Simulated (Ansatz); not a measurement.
# Electron scattering at the Σ5 (310) boundary in fcc Ir

How much does the Σ5 (310) boundary in fcc Ir reflect electrons?

Method: Ansatz plane-wave DFT, PBEsol, PAW files; relaxation of a bicrystal slab with its lowest layers held; PAW set soft_1, in the first sound run; inputs show where later runs differ, in Ansatz 0.2.0.

## 1. Starting point

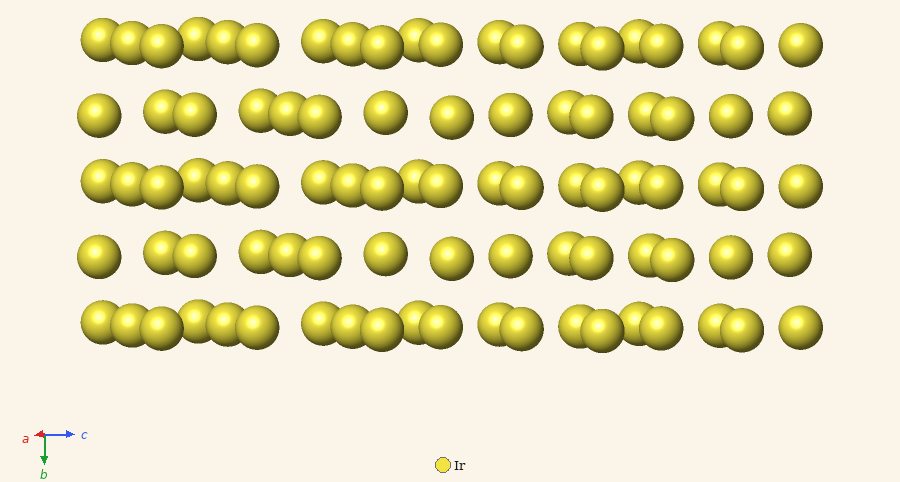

The starting structure, seen from the side, with the c axis across the page (iridium yellow). 1×2×1 cells are drawn. Some periodic images of atoms are drawn too.

The cell holds 32 atoms: 32 Ir. Cell: a = 6.071 Å, b = 3.839 Å, c = 30.426 Å, α = 90.0°, β = 90.0°, γ = 90.0°. It derives from Ir. built on the (3 1 0) plane; 2 overlapping atoms removed and the grains opened by 0 Å. Vacuum lies along c.

## 2. Relaxing the bicrystal

The boundary is built by mirroring the lower grain in the boundary plane and removing any atoms that overlap. A thin bicrystal slab is relaxed first, with the lowest layers held and the upper grain free to shift and open.

Contents of input.yaml:

```yaml
crystal:
  lattice:
    - [6.0706244242, 0.0, 0.0]
    - [0.0, 3.8394, 0.0]
    - [0.0, 0.0, 30.4259981568]
  atoms:
    - { symbol: Ir, position: [0.2000000001, 0.0, 0.1643331461] }
    - { symbol: Ir, position: [0.9000000001, 0.5, 0.1842852423] }
    - { symbol: Ir, position: [0.6000000001, 0.0, 0.2042373385] }
    - { symbol: Ir, position: [0.3000000001, 0.5, 0.2241894347] }
    - { symbol: Ir, position: [1.0e-10, 0.0, 0.2441415309] }
    - { symbol: Ir, position: [0.7000000001, 0.5, 0.2640936271] }
    - { symbol: Ir, position: [0.4000000001, 0.0, 0.2840457233] }
    - { symbol: Ir, position: [0.1, 0.5, 0.3039978195] }
    - { symbol: Ir, position: [0.8, 0.0, 0.3239499157] }
    - { symbol: Ir, position: [0.5, 0.5, 0.3439020119] }
    - { symbol: Ir, position: [0.2, 0.0, 0.3638541082] }
    - { symbol: Ir, position: [0.9, 0.5, 0.3838062044] }
    - { symbol: Ir, position: [0.6, 0.0, 0.4037583006] }
    - { symbol: Ir, position: [0.3, 0.5, 0.4237103968] }
    - { symbol: Ir, position: [0.0, 0.0, 0.443662493] }
    - { symbol: Ir, position: [0.6, 0.0, 0.4835666854] }
    - { symbol: Ir, position: [0.9, 0.5, 0.5035187816] }
    - { symbol: Ir, position: [0.2, 0.0, 0.5234708778] }
    - { symbol: Ir, position: [0.5, 0.5, 0.543422974] }
    - { symbol: Ir, position: [0.8, 0.0, 0.5633750702] }
    - { symbol: Ir, position: [0.1, 0.5, 0.5833271664] }
    - { symbol: Ir, position: [0.4000000001, 0.0, 0.6032792626] }
    - { symbol: Ir, position: [0.7000000001, 0.5, 0.6232313588] }
    - { symbol: Ir, position: [1.0e-10, 0.0, 0.643183455] }
    - { symbol: Ir, position: [0.3000000001, 0.5, 0.6631355512] }
    - { symbol: Ir, position: [0.6000000001, 0.0, 0.6830876475] }
    - { symbol: Ir, position: [0.9000000001, 0.5, 0.7030397437] }
    - { symbol: Ir, position: [0.2000000001, 0.0, 0.7229918399] }
    - { symbol: Ir, position: [0.5000000001, 0.5, 0.7429439361] }
    - { symbol: Ir, position: [0.8000000001, 0.0, 0.7628960323] }
    - { symbol: Ir, position: [0.1000000001, 0.5, 0.7828481285] }
    - { symbol: Ir, position: [0.4000000001, 0.0, 0.8028002247] }
kpoints:
  mp_grid: { grid: [4, 6, 1] }
hamiltonian:
  xc: pbesol
  pseudopotentials: { kind: paw, azcp: { folder: soft_1 }, xc_functional: pbe }
scf:
  occupations: { method: fermi_dirac, width: 0.1 }
relax:
  f_tol: 0.03
  max_steps: 80
  constraints: [{ sites: [0, 1, 2, 3, 4] }]
```

Run with:

```
$ ansatz run input.yaml --threads 4 --pin off --max-ram 15360MiB --backend cpu --events-out ev --progress --plain --runs-dir out
```

Numbers of over 12 decimals in the logs are rounded to 6 here.

Log:

```text
Engine: ansatz 0.2.0, aarch64-unknown-linux-gnu
Pseudopotentials: kind: paw
Pseudopotential: Ir, paw, valence charge 17, recommended cutoff 420 eV (normal), soft_1/Ir.paw.azcp
Functional definition: PBEsol
  exchange = pbesol_x
  correlation = pbesol_c
Crystal: 32 atoms, lattice volume = 709.156 Å³
Basis set: ecut = 420 eV, 13845 PW (Γ), exchange–correlation on 90×54×432 points (8 copies of the dense FFT grid, shifted against one another)
Bands: 327, of which v1, the nominal top of the filled ones, is band 272 counted from 1 (271 counted from 0)
Symmetry: 2 space group operations
Space group: Pm (ITA 6), of the structure as read, at distance tolerance 8.9e-5 Å
k-points: 12 of 24 (time reversal used)
Non-local potential: Ir, projectors of the file, l = 0: 3, l = 1: 2, l = 2: 2, l = 3: 1
PAW form: soft (Blöchl's): semilocal exchange-correlation on the pseudo side does not see the compensation charge
PAW frozen core: Ir, regenerated for the run's functional, and the local potential with it (the file was generated under x = pbe(κ = 0.804, μ = 0.219515), c = pbe(β = 0.066725))
PAW one-centre angular grid: Ir, 590 points (default); XC on 64 Gauss nodes
Initial density: superposition of atomic densities (neutral atoms: chi_scale 0, normalization atom)
Initial wavefunctions: pseudopotential atomic-orbital guess
Functional: x = pbesol(κ = 0.804, μ = 0.123457), c = pbesol(β = 0.046)
iter 1 solved again at ethr=2.91e-3 eV; its pass at ethr=3.10e-3 eV (dr2=1.58e1 eV) is discarded
SCF iter   1: F=—  HF=-377604.810986 eV  |F-HF|=—  |Δ(HF+E_count)|=         —  Δρ=4.21e-2  dr2=1.58e1  ethr=2.91e-3  ⟨swp⟩=2.3  Hψ=20432  notcnv=0
preconditioner: auto → LDOS  [metal: Δε(μ)=0.020 eV  Ē_g=6.485 eV  σ=0.100 eV  W_gap=0.05  n_scr=206 (ndim 8)  ℏωp=23.7 eV  f_vac=0.295  D(μ)=34.55/eV (n_scr^D=306)  β→1.0]
SCF iter   2: F=—  HF=-377604.377345 eV  |F-HF|=—  |Δ(HF+E_count)|=   4.34e-1  Δρ=3.45e-2  dr2=1.28e1  ethr=2.91e-3  ⟨swp⟩=3.2  Hψ=11507  notcnv=0  defer=145
SCF iter   3: F=—  HF=-377600.548967 eV  |F-HF|=—  |Δ(HF+E_count)|=    3.83e0  Δρ=4.43e-3  dr2=3.47e-1  ethr=2.34e-3  ⟨swp⟩=3.4  Hψ=8829  notcnv=0  defer=171
SCF iter   4: F=—  HF=-377600.575347 eV  |F-HF|=—  |Δ(HF+E_count)|=   2.64e-2  Δρ=2.98e-3  dr2=6.84e-2  ethr=6.37e-5  ⟨swp⟩=2.4  Hψ=7935  notcnv=0  defer=170
SCF iter   5: F=—  HF=-377600.556842 eV  |F-HF|=—  |Δ(HF+E_count)|=   1.85e-2  Δρ=9.42e-4  dr2=1.69e-2  ethr=1.26e-5  ⟨swp⟩=3.7  Hψ=8905  notcnv=0  defer=170
SCF iter   6: F=—  HF=-377600.556082 eV  |F-HF|=—  |Δ(HF+E_count)|=   7.59e-4  Δρ=4.02e-4  dr2=2.08e-3  ethr=3.10e-6  ⟨swp⟩=2.0  Hψ=5520  notcnv=0  defer=170
SCF iter   7: F=—  HF=-377600.556006 eV  |F-HF|=—  |Δ(HF+E_count)|=   7.65e-5  Δρ=2.41e-4  dr2=5.72e-4  ethr=3.82e-7  ⟨swp⟩=2.8  Hψ=6336  notcnv=0  defer=170
SCF iter   8: F=—  HF=-377600.555925 eV  |F-HF|=—  |Δ(HF+E_count)|=   8.09e-5  Δρ=9.59e-5  dr2=8.27e-5  ethr=1.05e-7  ⟨swp⟩=2.1  Hψ=5596  notcnv=0  defer=170
SCF iter   9: F=-377600.555910 eV  HF=-377600.555926 eV  |F-HF|=1.60e-5  |Δ(HF+E_count)|=   8.06e-7  Δρ=4.23e-5  dr2=1.87e-5  ethr=4.14e-9  ⟨swp⟩=5.0  Hψ=14596  notcnv=0
SCF 1 converged in 9 iterations: F = -377600.555910 eV  dr2 = 1.87e-5
  greatest PAW one-centre occupation: 1.000 electrons in one spin orbital (limit 2), on the Ir atom at site 12 (counted from 0), in its partial waves of l = 0
relax step   1: F+E_penalty+E_count = -377600.55590969 eV  Δ(F+E_penalty+E_count) = +0.000e0 eV  max|allowed force component| = 2.250e0 eV/Å  Δτ_max = 0.0000 Å  (9 SCF iters, dr2 threshold 2.25e-5 eV, accepted)
Initial density: handed on by an earlier stage of this run
Initial wavefunctions: those handed on with the density
iter 1 solved again at ethr=8.21e-4 eV; its pass at ethr=3.10e-3 eV (dr2=4.47e0 eV) is discarded
SCF iter   1: F=—  HF=-377601.148650 eV  |F-HF|=—  |Δ(HF+E_count)|=         —  Δρ=9.95e-3  dr2=3.52e0  ethr=8.21e-4  ⟨swp⟩=1.6  Hψ=12500  notcnv=0  defer=168
eigensolver tolerance schedule: the retry pair's looser diagonalisation over-reported the residual by 0.27 of it (diagonalisation noise at 0.11 of the residual, at the tolerance the schedule requests for it); recorded, not acted on — ethr = c·dr2/N_el stays at c = 1.0e-1
preconditioner: auto → LDOS  [metal: Δε(μ)=0.005 eV  Ē_g=6.357 eV  σ=0.100 eV  W_gap=0.01  n_scr=206 (ndim 8)  ℏωp=23.7 eV  f_vac=0.301  D(μ)=36.35/eV (n_scr^D=326)  β→1.0]
SCF iter   2: F=—  HF=-377601.077568 eV  |F-HF|=—  |Δ(HF+E_count)|=   7.11e-2  Δρ=4.07e-3  dr2=2.06e-1  ethr=6.46e-4  ⟨swp⟩=2.0  Hψ=5946  notcnv=0  defer=168
SCF iter   3: F=—  HF=-377601.044286 eV  |F-HF|=—  |Δ(HF+E_count)|=   3.33e-2  Δρ=1.95e-3  dr2=6.27e-2  ethr=3.79e-5  ⟨swp⟩=2.8  Hψ=7953  notcnv=0  defer=168
SCF iter   4: F=—  HF=-377601.027196 eV  |F-HF|=—  |Δ(HF+E_count)|=   1.71e-2  Δρ=3.49e-4  dr2=1.36e-3  ethr=1.15e-5  ⟨swp⟩=2.6  Hψ=7552  notcnv=0  defer=168
SCF iter   5: F=—  HF=-377601.027329 eV  |F-HF|=—  |Δ(HF+E_count)|=   1.33e-4  Δρ=1.48e-4  dr2=2.79e-4  ethr=2.50e-7  ⟨swp⟩=3.0  Hψ=7890  notcnv=0  defer=168
SCF iter   6: F=-377601.027385 eV  HF=-377601.027408 eV  |F-HF|=2.27e-5  |Δ(HF+E_count)|=   7.85e-5  Δρ=6.02e-5  dr2=4.78e-5  ethr=1.84e-8  ⟨swp⟩=3.0  Hψ=14638  notcnv=0
SCF 2 converged in 6 iterations: F = -377601.027385 eV  dr2 = 4.78e-5
relax step   2: F+E_penalty+E_count = -377601.02738484 eV  Δ(F+E_penalty+E_count) = -4.715e-1 eV  max|allowed force component| = 9.284e-1 eV/Å  Δτ_max = 0.1948 Å  (6 SCF iters, dr2 threshold 1.00e-4 eV, accepted)
iter 1 solved again at ethr=1.39e-3 eV; its pass at ethr=3.10e-3 eV (dr2=7.58e0 eV) is discarded
SCF iter   1: F=—  HF=-377601.448178 eV  |F-HF|=—  |Δ(HF+E_count)|=         —  Δρ=1.38e-2  dr2=7.51e0  ethr=1.39e-3  ⟨swp⟩=1.9  Hψ=14753  notcnv=0  defer=111
preconditioner: auto → LDOS  [metal: Δε(μ)=0.009 eV  Ē_g=6.415 eV  σ=0.100 eV  W_gap=0.02  n_scr=206 (ndim 8)  ℏωp=23.7 eV  f_vac=0.306  D(μ)=35.97/eV (n_scr^D=326)  β→1.0]
SCF iter   2: F=—  HF=-377601.316081 eV  |F-HF|=—  |Δ(HF+E_count)|=   1.32e-1  Δρ=3.54e-3  dr2=2.40e-1  ethr=1.38e-3  ⟨swp⟩=2.0  Hψ=5801  notcnv=0  defer=111
SCF iter   3: F=—  HF=-377601.306747 eV  |F-HF|=—  |Δ(HF+E_count)|=   9.33e-3  Δρ=2.50e-3  dr2=1.18e-1  ethr=4.42e-5  ⟨swp⟩=2.7  Hψ=7656  notcnv=0  defer=129
SCF iter   4: F=—  HF=-377601.284419 eV  |F-HF|=—  |Δ(HF+E_count)|=   2.23e-2  Δρ=7.51e-4  dr2=1.02e-2  ethr=2.16e-5  ⟨swp⟩=2.8  Hψ=6071  notcnv=0  defer=129
SCF iter   5: F=—  HF=-377601.282133 eV  |F-HF|=—  |Δ(HF+E_count)|=   2.29e-3  Δρ=1.64e-4  dr2=9.72e-4  ethr=1.87e-6  ⟨swp⟩=2.0  Hψ=6303  notcnv=0  defer=154
SCF iter   6: F=-377601.282112 eV  HF=-377601.282135 eV  |F-HF|=2.22e-5  |Δ(HF+E_count)|=   1.75e-6  Δρ=5.57e-5  dr2=4.39e-5  ethr=9.90e-9  ⟨swp⟩=4.2  Hψ=17728  notcnv=0
SCF 3 converged in 6 iterations: F = -377601.282112 eV  dr2 = 4.39e-5
relax step   3: F+E_penalty+E_count = -377601.28211231 eV  Δ(F+E_penalty+E_count) = -2.547e-1 eV  max|allowed force component| = 3.194e-1 eV/Å  Δτ_max = 0.1914 Å  (6 SCF iters, dr2 threshold 5.39e-5 eV, accepted)
[...]
relax step   4: F+E_penalty+E_count = -377601.40118281 eV  Δ(F+E_penalty+E_count) = -1.191e-1 eV  max|allowed force component| = 2.796e-1 eV/Å  Δτ_max = 0.2000 Å  (7 SCF iters, dr2 threshold 1.21e-5 eV, accepted)
[...]
relax step   5: F+E_penalty+E_count = -377601.47032522 eV  Δ(F+E_penalty+E_count) = -6.914e-2 eV  max|allowed force component| = 1.612e-1 eV/Å  Δτ_max = 0.2000 Å  (7 SCF iters, dr2 threshold 9.26e-6 eV, accepted)
[...]
relax step   6: F+E_penalty+E_count = -377601.50509588 eV  Δ(F+E_penalty+E_count) = -3.477e-2 eV  max|allowed force component| = 1.599e-1 eV/Å  Δτ_max = 0.1953 Å  (7 SCF iters, dr2 threshold 8.63e-6 eV, accepted)
[...]
relax step   7: F+E_penalty+E_count = -377601.51779821 eV  Δ(F+E_penalty+E_count) = -1.270e-2 eV  max|allowed force component| = 1.212e-1 eV/Å  Δτ_max = 0.1451 Å  (6 SCF iters, dr2 threshold 8.49e-6 eV, accepted)
[...]
relax step   8: F+E_penalty+E_count = -377601.52071942 eV  Δ(F+E_penalty+E_count) = -2.921e-3 eV  max|allowed force component| = 3.345e-2 eV/Å  Δτ_max = 0.0438 Å  (5 SCF iters, dr2 threshold 8.45e-6 eV, accepted)
SCF iter   1: F=—  HF=-377601.521735 eV  |F-HF|=—  |Δ(HF+E_count)|=         —  Δρ=4.00e-4  dr2=8.62e-4  ethr=7.86e-7  ⟨swp⟩=3.6  Hψ=8859  notcnv=0  defer=161
preconditioner: auto → LDOS  [metal: Δε(μ)=0.007 eV  Ē_g=6.461 eV  σ=0.100 eV  W_gap=0.02  n_scr=206 (ndim 8)  ℏωp=23.7 eV  f_vac=0.311  D(μ)=34.00/eV (n_scr^D=306)  β→1.0]
SCF iter   2: F=—  HF=-377601.521694 eV  |F-HF|=—  |Δ(HF+E_count)|=   4.12e-5  Δρ=1.16e-4  dr2=1.31e-4  ethr=1.58e-7  ⟨swp⟩=2.0  Hψ=6501  notcnv=0  defer=161
SCF iter   3: F=—  HF=-377601.521665 eV  |F-HF|=—  |Δ(HF+E_count)|=   2.86e-5  Δρ=5.24e-5  dr2=4.31e-5  ethr=2.41e-8  ⟨swp⟩=3.0  Hψ=8598  notcnv=0  defer=161
SCF iter   4: F=—  HF=-377601.521026 eV  |F-HF|=—  |Δ(HF+E_count)|=   6.39e-4  Δρ=1.37e-5  dr2=1.53e-6  ethr=7.92e-9  ⟨swp⟩=2.0  Hψ=5831  notcnv=0  defer=161
SCF iter   5: F=-377601.521026 eV  HF=-377601.521026 eV  |F-HF|=2.87e-8  |Δ(HF+E_count)|=   3.79e-7  Δρ=3.17e-6  dr2=9.35e-8  ethr=1.84e-11  ⟨swp⟩=3.1  Hψ=19578  notcnv=0
SCF 9 converged in 5 iterations: F = -377601.521026 eV  dr2 = 9.35e-8
relax step   9: F+E_penalty+E_count = -377601.52102593 eV  Δ(F+E_penalty+E_count) = -3.065e-4 eV  max|allowed force component| = 1.434e-2 eV/Å  Δτ_max = 0.0072 Å  (5 SCF iters, accepted)
SCF converged after 5 iterations
Free energy (F): -377601.521026 eV
Harris-Foulkes:  -377601.521026 eV  (|F-HF|=2.87e-8)
Internal energy: -377600.389383 eV  (E = F + TS)
E sigma→0 (E₀):  -377600.955204 eV
Entropy (-TS):   -1.131643 eV (-35.364 meV/atom)
Fermi energy:    14.404658 eV
--- Per-component energies (eV) ---
  E_band       = -8731.422702
  E_kinetic    = 17264.301642
  E_local      = -734094.372129  (includes V_loc(G=0)·N_el)
  E_nonlocal   = 6184.408208
  E_hartree    = 359576.670080
  E_xc         = -7314.569010
  E_vxc        = -8184.605448  (∫ρ·V_xc dr)
  E_paw        = -292160.163847  (= ΣΔE_a)
  E_vpaw       = -9054.507868  (= ΣTr[D̂ρ^β])
  E_aug_tail   = 0.011261  (compensation charges beyond the density's cutoff)
  E_ewald      = 272934.833271
  E_core_change = 8.491140  (= ΣΔE_core)
  E_smearing   = -1.131643  (= −TS)
  E_closure    = 0.000000  (closes the sum)
  Σ components = -377601.521026   (vs F -377601.521026, Δ=0.00e0)
--- Forces (eV/Å), atoms counted from 1 ---
  atom   1  Ir    -0.40593626    -0.00000000     2.13279425
  atom   2  Ir     0.83431974    -0.00000000     0.86948239
  atom   3  Ir     0.10731550     0.00000000    -0.28423223
  atom   4  Ir    -0.33166130     0.00000000    -1.30160572
  atom   5  Ir    -0.20388100     0.00000000    -1.41096384
  atom   6  Ir    -0.00123804     0.00000000    -0.00369255
  atom   7  Ir     0.00060196    -0.00000000    -0.00236846
  atom   8  Ir    -0.00083824     0.00000000    -0.00082569
  atom   9  Ir     0.00065833     0.00000000    -0.00217370
  atom  10  Ir    -0.00279280    -0.00000000     0.00239000
  atom  11  Ir    -0.00024494    -0.00000000    -0.00033512
  atom  12  Ir    -0.00392014    -0.00000000    -0.00292828
  atom  13  Ir     0.00787505     0.00000000    -0.00021830
  atom  14  Ir     0.00423204     0.00000000     0.00272246
  atom  15  Ir    -0.00608843     0.00000000     0.00034065
  atom  16  Ir    -0.00135004     0.00000000    -0.00274744
  atom  17  Ir     0.00239298     0.00000000    -0.00164647
  atom  18  Ir     0.00553528     0.00000000     0.00368304
  atom  19  Ir     0.00450272    -0.00000000     0.00022124
  atom  20  Ir    -0.00335298    -0.00000000    -0.00142680
  atom  21  Ir    -0.00269614    -0.00000000     0.00368510
  atom  22  Ir    -0.00713263     0.00000000     0.00760847
  atom  23  Ir    -0.00473962     0.00000000     0.00899080
  atom  24  Ir    -0.00167908     0.00000000     0.00450406
  atom  25  Ir    -0.00792996    -0.00000000     0.00683670
  atom  26  Ir    -0.00311468    -0.00000000     0.00447881
  atom  27  Ir     0.00178480    -0.00000000     0.00138075
  atom  28  Ir     0.00374944     0.00000000    -0.00204858
  atom  29  Ir     0.00533700    -0.00000000    -0.00508735
  atom  30  Ir     0.00458306     0.00000000    -0.00491888
  atom  31  Ir     0.00437390    -0.00000000    -0.01433758
  atom  32  Ir     0.00133048    -0.00000000    -0.00767930
  max |Σ_I F_I| component: 1.18e-4 eV/Å
--- Relaxed structure (9 steps of the walk, 9 accepted, 0 SCFs on fresh bases) ---
  F+E_penalty+E_count = -377601.52102593 eV   max|allowed force component| = 1.434e-2 eV/Å
  atoms:
    - { symbol: Ir, position: [0.200000, 0.0, 0.1643331461] }
    - { symbol: Ir, position: [0.9000000001, 0.500000, 0.184285] }
    - { symbol: Ir, position: [0.6000000001, 0.0, 0.204237] }
    - { symbol: Ir, position: [0.3000000001, 0.500000, 0.2241894347] }
    - { symbol: Ir, position: [9.999999999999999e-11, 0.0, 0.244142] }
    - { symbol: Ir, position: [0.695829, 0.500000, 0.262123] }
    - { symbol: Ir, position: [0.401489, 9.857476854355685e-19, 0.282925] }
    - { symbol: Ir, position: [0.099967, 0.500000, 0.302986] }
    - { symbol: Ir, position: [0.802195, 2.2793019629871163e-18, 0.321359] }
    - { symbol: Ir, position: [0.503943, 0.500000, 0.343013] }
    - { symbol: Ir, position: [0.200791, 8.234462024707114e-19, 0.362918] }
    - { symbol: Ir, position: [0.905075, 0.500000, 0.382708] }
    - { symbol: Ir, position: [0.600355, 3.8899792170665754e-18, 0.399337] }
    - { symbol: Ir, position: [0.305031, 0.500000, 0.423026] }
    - { symbol: Ir, position: [-0.014765, 4.232711710960399e-18, 0.438852] }
    - { symbol: Ir, position: [0.476210, 5.20042570759089e-18, 0.477656] }
    - { symbol: Ir, position: [0.796038, 0.500000, 0.493224] }
    - { symbol: Ir, position: [0.091154, 4.905862565966862e-18, 0.517895] }
    - { symbol: Ir, position: [0.394803, 0.500000, 0.533779] }
    - { symbol: Ir, position: [0.691057, 8.987591276904244e-18, 0.553160] }
    - { symbol: Ir, position: [-0.00426718, 0.500000, 0.574062] }
    - { symbol: Ir, position: [0.294269, 7.094463763807395e-18, 0.595216] }
    - { symbol: Ir, position: [0.591698, 0.500000, 0.613297] }
    - { symbol: Ir, position: [-0.108492, 8.281515038708313e-18, 0.633771] }
    - { symbol: Ir, position: [0.191625, 0.500000, 0.653703] }
    - { symbol: Ir, position: [0.493133, 7.989196772492007e-18, 0.674007] }
    - { symbol: Ir, position: [0.785058, 0.500000, 0.693121] }
    - { symbol: Ir, position: [0.086878, 9.175851112746754e-18, 0.712563] }
    - { symbol: Ir, position: [0.394536, 0.500000, 0.734291] }
    - { symbol: Ir, position: [0.693723, 9.306135007410889e-18, 0.752319] }
    - { symbol: Ir, position: [-0.00247448, 0.500000, 0.769308] }
    - { symbol: Ir, position: [0.288371, 1.3924095368459065e-17, 0.786974] }
```

Elapsed: 16 min, on 4 threads of Arm Neoverse V1, shared host; peak memory 4.8 GiB.

(Continued in part 2 of 3.)

[Logs are printed without paths, hosts, clocks, repeated set-up lines and the standing remarks that a program may print on its own settings, such as how far it seeks lower states.]

[Hosts, paths, dates, database ids (printed as entryN), source tags and the programs' standing remarks are cut or masked in the printed files.]
